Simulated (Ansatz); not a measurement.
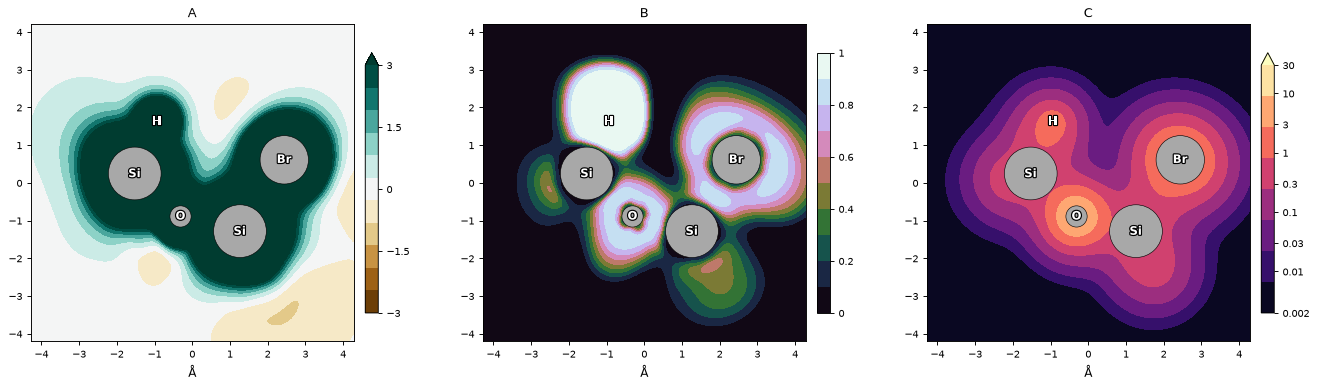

BrH$_{5}$O$_{2}$Si$_{2}$: 3 fields on the plane of atoms O3, Si5 and H8, with unlabelled colour scales. Grey discs cover the atomic cores.

Geometry: PBE0-D3(BJ)/def2-SVP.

Computed with isolated molecule in a Gaussian basis; Kohn-Sham density functional theory, functional PBE0 (Ansatz).

Match the panels to the quantities (electron density, electron localisation function and electrostatic potential).

Answer. Panel A: electrostatic potential (strongly positive close to the atoms, with negative regions outside electron-rich atoms). Panel B: electron localisation function. Panel C: electron density. From the grid: Si–O (1.64 Å): ρ is about 1.1 e/Å³ halfway; the ELF peaks at about 0.85 between the atoms: a shared but strongly polarised pair. Si–Br (2.23 Å): ρ is about 0.76 e/Å³ halfway; the ELF peaks at about 0.85 between the atoms: a polar covalent bond.
